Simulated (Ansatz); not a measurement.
**Molecular dynamics of C₄H₁₄OSi₂ (part 1 of 3)**

- system: C₄H₁₄OSi₂, SMILES C[SiH](C)O[SiH](C)C
- method: UKS PBE/def2-SVP (Ansatz 0.2.0)

The geometry comes from this level: PBE0-D4/def2-TZVP. Figures and captions count atoms from 1; the log counts them from 0 in places.

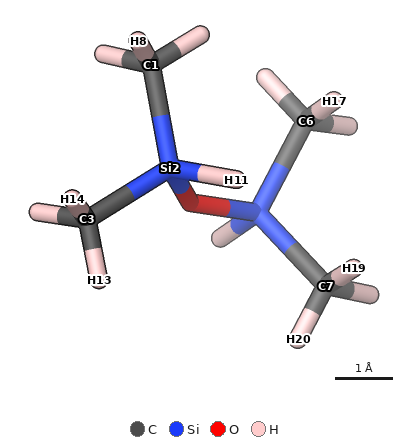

Figure 1. The structure as given in the input (stick view, seen at a tilt; atoms are numbered from 1 in the order of the input). Bond lengths as drawn: C–H 1.09 Å, C–Si 1.86 to 1.87 Å, H–Si 1.49 to 1.50 Å and O–Si 1.64 Å.

Results in brief:

- outcome: finished
- mean temperature over the second half: 291 K
- trajectory: 20 steps, 10 fs
- ensemble: nvt_nose_hoover
- temperature in the input: 500 K
- time step: 0.5 fs
- potential energy (last step): −22155.0420 eV
- SCF solution under orbital rotations (last step): stable
- largest force (length of the vector) (last step): 2.679 eV/Å
- dipole moment (last step): 0.89 D
- hardware: 2 CPU threads, shared host
- wall time: 48 s (CPU time 59 s)
- peak memory: 0.87 GiB

Notes:

So short a trajectory is not equilibrated. The temperature stays far from the 500 K of the thermostat over the second half: the run isn't equilibrated.

The input:
```yaml
crystal:
  periodic: [false, false, false]
  atoms:
    - {symbol: C, position_ang: [0.409069, 0.944477, 2.300333]}
    - {symbol: Si, position_ang: [0.666879, -0.502351, 1.153759]}
    - {symbol: C, position_ang: [0.638836, -2.117577, 2.075824]}
    - {symbol: O, position_ang: [-0.517880, -0.535177, 0.020900]}
    - {symbol: Si, position_ang: [-1.011867, 0.111312, -1.403325]}
    - {symbol: C, position_ang: [-0.903820, 1.973005, -1.340517]}
    - {symbol: C, position_ang: [0.019342, -0.566500, -2.799617]}
    - {symbol: H, position_ang: [1.193265, 0.981628, 3.061630]}
    - {symbol: H, position_ang: [0.429053, 1.889642, 1.752230]}
    - {symbol: H, position_ang: [-0.554839, 0.869349, 2.810794]}
    - {symbol: H, position_ang: [1.984780, -0.343083, 0.466088]}
    - {symbol: H, position_ang: [-0.321564, -2.259389, 2.578424]}
    - {symbol: H, position_ang: [0.791192, -2.957503, 1.394118]}
    - {symbol: H, position_ang: [1.426822, -2.148341, 2.833162]}
    - {symbol: H, position_ang: [-2.432417, -0.296328, -1.587213]}
    - {symbol: H, position_ang: [-1.493228, 2.373461, -0.512032]}
    - {symbol: H, position_ang: [0.131116, 2.303761, -1.213743]}
    - {symbol: H, position_ang: [-1.283624, 2.414079, -2.266346]}
    - {symbol: H, position_ang: [1.070140, -0.287884, -2.680926]}
    - {symbol: H, position_ang: [-0.039781, -1.657001, -2.834727]}
    - {symbol: H, position_ang: [-0.326071, -0.178976, -3.762115]}
basis:
  gaussian: {orbitals: def2-SVP}
magnetization: {spin_polarized: true, initial_magnetization: 0}
hamiltonian: {xc: {name: PBE}}
md: {timestep: 0.5 fs, n_steps: 20, ensemble: nvt_nose_hoover, temperature: 500, initial_velocities: maxwell_boltzmann, seed: 252}
```

Command:
```bash
ansatz run in.yaml --threads 2 --pin off --events-out ev --progress --plain --max-ram 32768MiB --backend cuda --devices 0, --max-vram 18GiB
```

The program's output:
```
Functional definition: PBE
  name "PBE"
  cite "Perdew, Burke & Ernzerhof, Phys. Rev. Lett. 77, 3865 (1996) doi:10.1103/PhysRevLett.77.3865"
  parent pbe
  parameter kappa = 0.804
  parameter beta = 0.06672455060314922
  exchange = pbe_x(kappa = kappa, mu = beta*pi^2/3)
  correlation = pbe_c(beta = beta)
1979 factors; their error is unknown
mean field evaluation 1: about -22128.2381 eV, gradient 7.7e1 eV
mean field evaluation 2: about -22089.3943 eV, gradient 1.1e2 eV
mean field evaluation 4: about -22155.3510 eV, gradient 8.9e0 eV
mean field evaluation 8: about -22155.6783 eV, gradient 8.1e-2 eV
mean field evaluation 16: about -22155.5733 eV, gradient 1.6e-4 eV
mean field -22155.57326535 eV, -814.2022999145 hartree, gradient 6.2e-5 eV, S^2 0.000000; 0 other end points of the search recorded, 0 dependent functions left out
the calculation of the forces begins
reference -22155.57331526 eV, -814.2023017488 hartree; 37, 37 occupied and 139, 139 virtual orbitals, 1979 factors
md step     0: t =     0.00 fs  T =   500.0 K  F+E_penalty+E_count = -22155.57326535 eV  E_kin = 1.227970 eV  conserved = -22154.34529536 eV  (30 SCF iters)
these checks for a lower state are left out or cut short: starts, cluster_reference, orbital_swaps, neighbouring_geometries, increment
1979 factors; their error is unknown
mean field -22155.56630055 eV, -814.2020439630 hartree, gradient 1.8e-5 eV, S^2 0.000000; 0 other end points of the search recorded, 0 dependent functions left out
[... from here on the field's lines of each further geometry are left out, up to the last ...]
md step     1: t =     0.50 fs  T =   497.3 K  F+E_penalty+E_count = -22155.56630055 eV  E_kin = 1.221284 eV  conserved = -22154.34501695 eV  (32 SCF iters)
md step     2: t =     1.00 fs  T =   474.5 K  F+E_penalty+E_count = -22155.50907044 eV  E_kin = 1.165346 eV  conserved = -22154.34372514 eV  (31 SCF iters)
md step     3: t =     1.50 fs  T =   439.5 K  F+E_penalty+E_count = -22155.42136523 eV  E_kin = 1.079363 eV  conserved = -22154.34200684 eV  (31 SCF iters)
md step     4: t =     2.00 fs  T =   402.7 K  F+E_penalty+E_count = -22155.32955132 eV  E_kin = 0.988989 eV  conserved = -22154.34057658 eV  (33 SCF iters)
md step     5: t =     2.50 fs  T =   372.9 K  F+E_penalty+E_count = -22155.25575389 eV  E_kin = 0.915881 eV  conserved = -22154.33990502 eV  (32 SCF iters)
md step     6: t =     3.00 fs  T =   354.5 K  F+E_penalty+E_count = -22155.21060933 eV  E_kin = 0.870647 eV  conserved = -22154.34002212 eV  (32 SCF iters)
md step     7: t =     3.50 fs  T =   346.9 K  F+E_penalty+E_count = -22155.19254258 eV  E_kin = 0.852027 eV  conserved = -22154.34061498 eV  (32 SCF iters)
md step     8: t =     4.00 fs  T =   346.5 K  F+E_penalty+E_count = -22155.19225056 eV  E_kin = 0.851097 eV  conserved = -22154.34130538 eV  (32 SCF iters)
md step     9: t =     4.50 fs  T =   348.9 K  F+E_penalty+E_count = -22155.19842117 eV  E_kin = 0.856772 eV  conserved = -22154.34186608 eV  (32 SCF iters)
md step    10: t =     5.00 fs  T =   350.0 K  F+E_penalty+E_count = -22155.20142716 eV  E_kin = 0.859465 eV  conserved = -22154.34225808 eV  (32 SCF iters)
md step    11: t =     5.50 fs  T =   347.0 K  F+E_penalty+E_count = -22155.19430860 eV  E_kin = 0.852168 eV  conserved = -22154.34252764 eV  (32 SCF iters)
md step    12: t =     6.00 fs  T =   338.0 K  F+E_penalty+E_count = -22155.17241650 eV  E_kin = 0.830223 eV  conserved = -22154.34268298 eV  (32 SCF iters)
md step    13: t =     6.50 fs  T =   322.3 K  F+E_penalty+E_count = -22155.13348452 eV  E_kin = 0.791453 eV  conserved = -22154.34263390 eV  (32 SCF iters)
md step    14: t =     7.00 fs  T =   300.3 K  F+E_penalty+E_count = -22155.07898381 eV  E_kin = 0.737470 eV  conserved = -22154.34223524 eV  (32 SCF iters)
md step    15: t =     7.50 fs  T =   275.1 K  F+E_penalty+E_count = -22155.01612054 eV  E_kin = 0.675552 eV  conserved = -22154.34141436 eV  (33 SCF iters)
md step    16: t =     8.00 fs  T =   252.1 K  F+E_penalty+E_count = -22154.95856227 eV  E_kin = 0.619213 eV  conserved = -22154.34032371 eV  (33 SCF iters)
md step    17: t =     8.50 fs  T =   238.4 K  F+E_penalty+E_count = -22154.92373895 eV  E_kin = 0.585459 eV  conserved = -22154.33938880 eV  (34 SCF iters)
md step    18: t =     9.00 fs  T =   239.5 K  F+E_penalty+E_count = -22154.92619182 eV  E_kin = 0.588302 eV  conserved = -22154.33914576 eV  (33 SCF iters)
md step    19: t =     9.50 fs  T =   257.0 K  F+E_penalty+E_count = -22154.96953969 eV  E_kin = 0.631056 eV  conserved = -22154.33990809 eV  (33 SCF iters)
the calculation of the forces begins
reference -22155.04201083 eV, -814.1827766712 hartree; 37, 37 occupied and 139, 139 virtual orbitals, 1979 factors
1979 factors; their error is unknown
mean field evaluation 192: about -22155.0420 eV, gradient 3.7e-2 eV
mean field -22155.04196052 eV, -814.1827748224 hartree, gradient 2.6e-5 eV, S^2 0.000000; 1 other end points of the search recorded, 0 dependent functions left out
the calculation of the forces begins
reference -22155.04201083 eV, -814.1827766712 hartree; 37, 37 occupied and 139, 139 virtual orbitals, 1979 factors
md step    20: t =    10.00 fs  T =   285.9 K  F+E_penalty+E_count = -22155.04196052 eV  E_kin = 0.702083 eV  conserved = -22154.34150136 eV  (34 SCF iters)
```

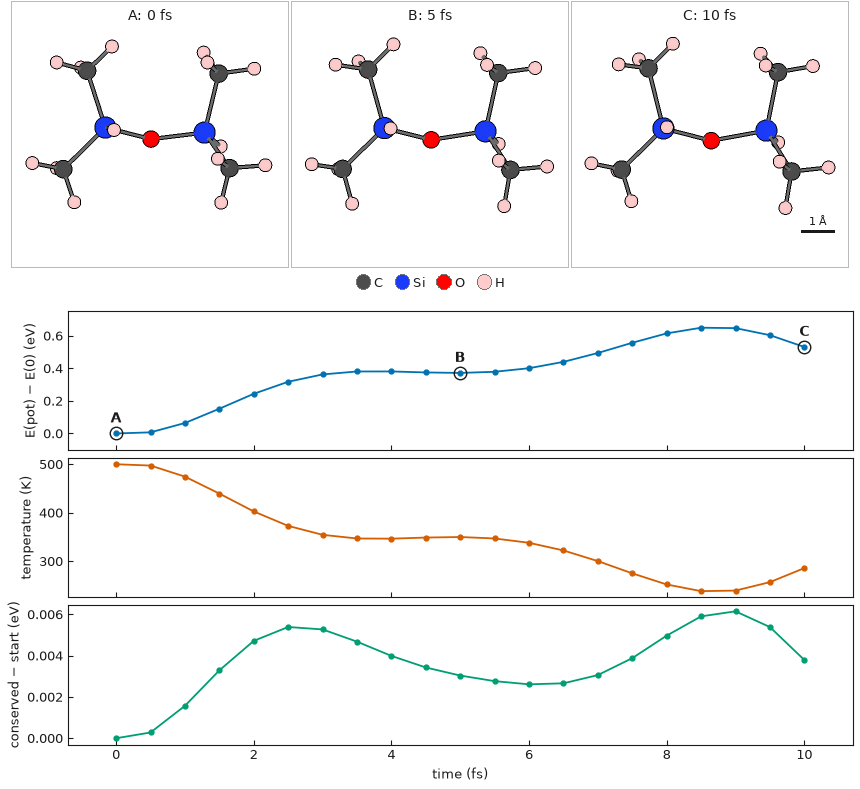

Figure 2. Frames of the molecular dynamics (ball-and-stick, seen at a tilt) above the curves, on which the letters mark them. The trajectory kept here has 21 frames over 10 fs. The temperature starts at 500 K, ranges from 238 to 500 K and averages 291 K over the second half. The potential energy ends 0.531 eV above its first value. The conserved quantity stays within 0.0061 eV. After an unweighted best fit of the last frame on the first, the root-mean-square displacement is 0.13 Å, and H10 has moved furthest (0.24 Å).

```
Total energy: -22155.04201083 eV, -814.1827766712 hartree
Atom 0 at     0.345291     1.017878     2.297464 Å, force     1.371684    -0.671269    -1.282758 eV/Å
Atom 1 at     0.703477    -0.543710     1.196145 Å, force    -1.072462     1.499659    -0.035676 eV/Å
Atom 2 at     0.639001    -2.146108     2.121289 Å, force     0.829242     0.982051    -0.156690 eV/Å
Atom 3 at    -0.465843    -0.574656    -0.017515 Å, force     0.157636     0.147660    -0.284348 eV/Å
Atom 4 at    -1.050457     0.178335    -1.428959 Å, force     0.232219    -2.664078    -0.156702 eV/Å
Atom 5 at    -0.934812     2.001984    -1.296544 Å, force     0.755324    -0.652742    -0.608512 eV/Å
Atom 6 at     0.021733    -0.647657    -2.890463 Å, force    -0.163641     0.800640    -0.237410 eV/Å
Atom 7 at     1.184309     0.945072     2.986057 Å, force     0.788915     0.361177     0.613587 eV/Å
Atom 8 at     0.430007     1.980213     1.748440 Å, force     0.140170    -0.173940    -0.097990 eV/Å
Atom 9 at    -0.505644     1.094090     2.930706 Å, force    -1.586337    -0.298521     0.668537 eV/Å
Atom 10 at     2.101351    -0.317757     0.671378 Å, force    -0.004749    -0.055159    -0.136568 eV/Å
Atom 11 at    -0.328515    -2.323042     2.533485 Å, force    -1.198421    -0.286387     0.770354 eV/Å
Atom 12 at     0.896692    -2.944423     1.464858 Å, force     0.144435    -1.205609    -1.148717 eV/Å
Atom 13 at     1.441726    -2.163637     2.855340 Å, force     0.254156     0.092920     0.843935 eV/Å
Atom 14 at    -2.535317    -0.218791    -1.440563 Å, force     0.462110     0.058378    -0.283228 eV/Å
Atom 15 at    -1.485584     2.309898    -0.431227 Å, force    -0.631207     0.623622     0.894822 eV/Å
Atom 16 at     0.124879     2.198290    -1.186494 Å, force     0.844062     0.511193     0.310547 eV/Å
Atom 17 at    -1.244079     2.477972    -2.213696 Å, force    -0.542770     0.609597    -0.693816 eV/Å
Atom 18 at     1.110355    -0.352856    -2.772260 Å, force    -0.657653    -0.123839     0.061636 eV/Å
Atom 19 at     0.010589    -1.769915    -3.026300 Å, force    -0.278104     0.664831     0.468432 eV/Å
Atom 20 at    -0.297577    -0.213065    -3.886422 Å, force     0.155389    -0.220182     0.490564 eV/Å
Dipole moment:     0.121240     0.141338    -0.001074 e Å
```

Trajectory as extended XYZ (Å, eV, eV/Å), 21 frames, from step=0 to step=20:
```
21
Properties=species:S:1:pos:R:3:forces:R:3 step=0 time_fs=0.0 energy=-22155.57326 temperature=500.0
C     0.4091    0.9445    2.3003    0.0379  -0.1475  -0.0865
Si    0.6669   -0.5024    1.1538    0.7191  -0.0174   0.6249
C     0.6388   -2.1176    2.0758    0.0172   0.1708  -0.0707
O    -0.5179   -0.5352    0.0209   -0.5221  -0.5082   0.2227
Si   -1.0119    0.1113   -1.4033   -0.3843   0.3175  -0.8128
C    -0.9038    1.9730   -1.3405   -0.0201  -0.1719  -0.0279
C     0.0193   -0.5665   -2.7996   -0.1028   0.0717   0.1136
H     1.1933    0.9816    3.0616    0.3865   0.0304   0.3842
H     0.4291    1.8896    1.7522    0.0091   0.4799  -0.2634
H    -0.5548    0.8693    2.8108   -0.4806  -0.0293   0.2590
H     1.9848   -0.3431    0.4661    0.3068   0.0314  -0.1388
H    -0.3216   -2.2594    2.5784   -0.4762  -0.0798   0.2508
H     0.7912   -2.9575    1.3941    0.0731  -0.4277  -0.3359
H     1.4268   -2.1483    2.8332    0.3897  -0.0262   0.3780
H    -2.4324   -0.2963   -1.5872   -0.3114  -0.0840  -0.0545
H    -1.4932    2.3735   -0.5120   -0.2940   0.2118   0.4127
H     0.1311    2.3038   -1.2137    0.5094   0.1732   0.0616
H    -1.2836    2.4141   -2.2663   -0.1902   0.2361  -0.4554
H     1.0701   -0.2879   -2.6809    0.5212   0.1320   0.0494
H    -0.0398   -1.6570   -2.8347   -0.0241  -0.5464  -0.0241
H    -0.3261   -0.1790   -3.7621   -0.1642   0.1835  -0.4869
21
Properties=species:S:1:pos:R:3:forces:R:3 step=1 time_fs=0.5 energy=-22155.56630 temperature=497.3
C     0.4064    0.9491    2.2979   -0.2161  -0.4878   0.5100
Si    0.6684   -0.5050    1.1558    0.6911   0.1054   0.5323
C     0.6386   -2.1168    2.0782   -0.1535  -0.3123  -0.1365
O    -0.5149   -0.5368    0.0190   -0.4793  -0.4774   0.1923
Si   -1.0139    0.1155   -1.4041   -0.2256   0.1109  -0.8154
C    -0.9060    1.9732   -1.3380   -0.0523   0.0872   0.0304
C     0.0204   -0.5717   -2.8048   -0.4385   0.4142   0.4845
H     1.1965    0.9717    3.0656    0.2144   0.0788   0.1750
H     0.4240    1.8879    1.7550    0.0609   0.7295  -0.3947
H    -0.5643    0.8859    2.8304   -0.0447  -0.0471  -0.0223
H     1.9963   -0.3404    0.4745    0.2054   0.0166  -0.0916
H    -0.3384   -2.2618    2.5774   -0.0352  -0.0471   0.0816
H     0.8059   -2.9697    1.3922   -0.0569  -0.0405  -0.0639
H     1.4374   -2.1525    2.8285    0.2500   0.0059   0.3748
H    -2.4323   -0.2907   -1.5760   -0.3750  -0.1033  -0.0805
H    -1.5006    2.3679   -0.4957   -0.0705   0.1251   0.0886
H     0.1379    2.2959   -1.2181    0.3238   0.1457   0.0964
H    -1.2774    2.4172   -2.2737   -0.1673   0.1654  -0.2263
H     1.0590   -0.2966   -2.6885    0.9647   0.2757   0.1190
H    -0.0322   -1.6469   -2.8494   -0.0916  -1.1005   0.0041
H    -0.3206   -0.1866   -3.7565   -0.3037   0.3556  -0.8577
```
